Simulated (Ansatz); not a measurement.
## Electronic structure of AlClH$_{3}$N···H$_{2}$O in real space

Input

```
crystal:
  periodic: [false, false, false]
  atoms:
    - { symbol: Al, position_ang: [0.0, 0.0, 0.0] }
    - { symbol: O, position_ang: [0.0, 0.0, 2.13] }
    - { symbol: H, position_ang: [-0.9095, -0.2814, 2.4671] }
    - { symbol: H, position_ang: [1.351, 0.0, -0.78] }
    - { symbol: "N", position_ang: [-1.6627, 0.0, -0.96] }
    - { symbol: H, position_ang: [-2.3316, -0.8164, -0.8614] }
    - { symbol: H, position_ang: [-1.9118, 0.8164, -1.5886] }
    - { symbol: Cl, position_ang: [0.1134, 2.3983, 0.7978] }
    - { symbol: H, position_ang: [0.0597, 1.263, 1.9417] }
basis:
  gaussian: { orbitals: "6-31G*" }
hamiltonian:
  xc: pbe
  dispersion: d4
relax:
  f_tol: 0.15
  max_steps: 25
  restrain:
    - { distance: [0, 7], at: 2.23, k: 30.0 }
    - { distance: [8, 1], at: 1.01, k: 30.0 }
    - { distance: [0, 1], at: 2.98, k: 30.0 }
    - { distance: [8, 7], at: 2.57, k: 30.0 }
output:
  orbitals: {}
```

Run with:

```sh
ansatz run input.yaml --threads 1 --pin off --max-ram 2048MiB --backend cpu --events-out ev --progress --plain --runs-dir out
```

The fields are those of the run's last geometry, not of the input's.

Not at a stationary point (largest force 1.0 eV/Å).

Theory: Ansatz, RKS PBE-D4/6-31G*.

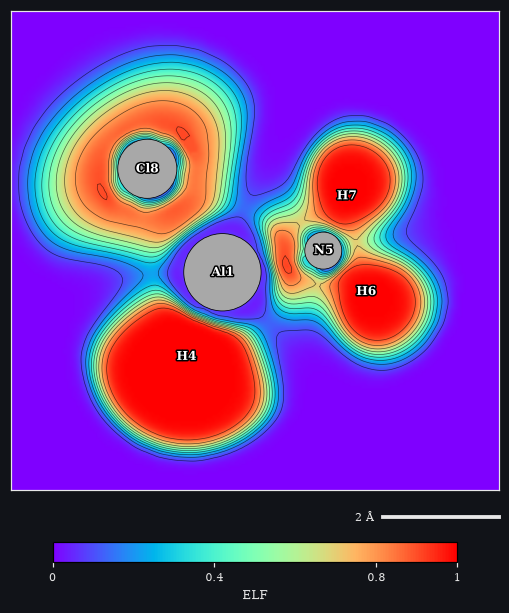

Figure 1. Electron localisation function on the plane of atoms H6, N5 and H7. Grey discs cover the atomic cores.

Read the bonding off the picture.

Answer. The plane passes through Al, H, N and Cl nuclei.
Al–N (1.78 Å): the ELF peaks at about 0.90 in the valence shell of N, 0.7 Å from its nucleus, and is about 0.65 at the midpoint.
Al–Cl (2.21 Å): the ELF peaks at about 0.90 in the valence shell of Cl, 0.9 Å from its nucleus, and is about 0.85 at the midpoint.
N–H (1.02 Å): the ELF climbs to about 1 towards the hydrogen, as it does in any bond to H (an ordinary covalent bond to hydrogen).
Al–H (1.59 Å): the ELF climbs to about 1 towards the hydrogen.
The ELF also peaks beside Cl8, away from the bonds: lone-pair regions.

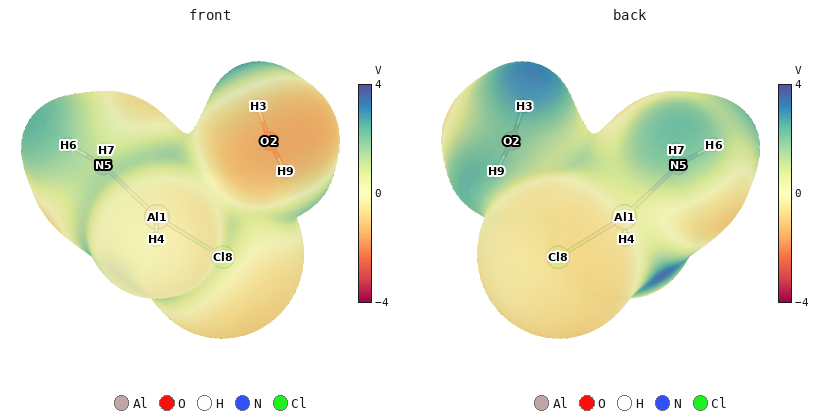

Figure 2. The molecular electrostatic potential painted on the density surface at 0.004 e/bohr³, seen from the front and from behind; red is negative and blue positive.

Describe the electrostatic potential map.

Answer. The most negative region (about −1.6 V, or −37 kcal/mol for a unit charge) lies over O2, the most positive (about +3.3 V, or +76 kcal/mol for a unit charge) over Al1 and H3. O2 is the likeliest acceptor of a hydrogen bond.

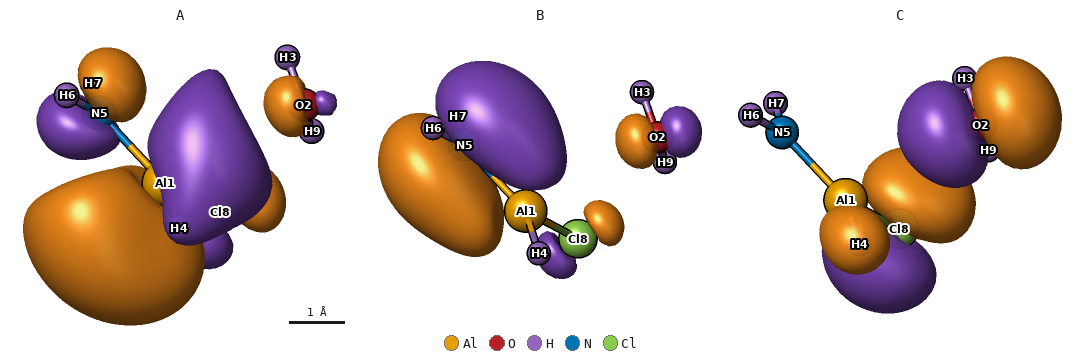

Figure 3. Three frontier orbitals at ±0.08 Å⁻³ᐟ² (orange and purple are the two phases), in no order.

Order the three orbitals by energy and name them.

Answer. C is the HOMO−1 (−7.05 eV). It lies mainly on O2 (about 55 %) and Cl8 (about 35 %); largely a combination of lone pairs on O2 and Cl8. B is the HOMO (−6.01 eV). It lies mainly on N5 (about 70 %); largely a lone pair of N5. A is the LUMO (−0.74 eV). By Hirshfeld shares it lies mainly on Al1 (about 65 %), N5 (about 10 %), Cl8 (about 10 %) and H4 (about 5 %).

What is the HOMO–LUMO gap?

Answer. 5.27 eV between the orbital energies.

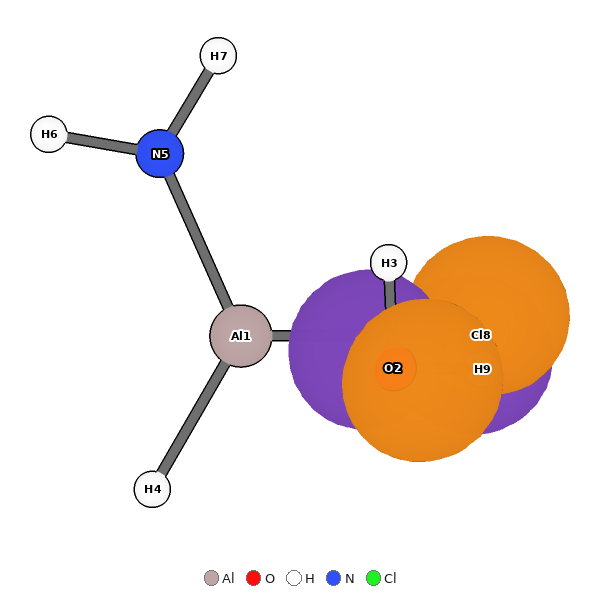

Figure 4. The HOMO−1 at ±0.2 Å⁻³ᐟ² (orange and purple are the two phases), seen at an oblique angle.

Describe this orbital and give its energy.

Answer. By Hirshfeld shares it lies mainly on O2 (about 55 %) and Cl8 (about 35 %); largely a combination of lone pairs on O2 and Cl8. Its energy is −7.05 eV.
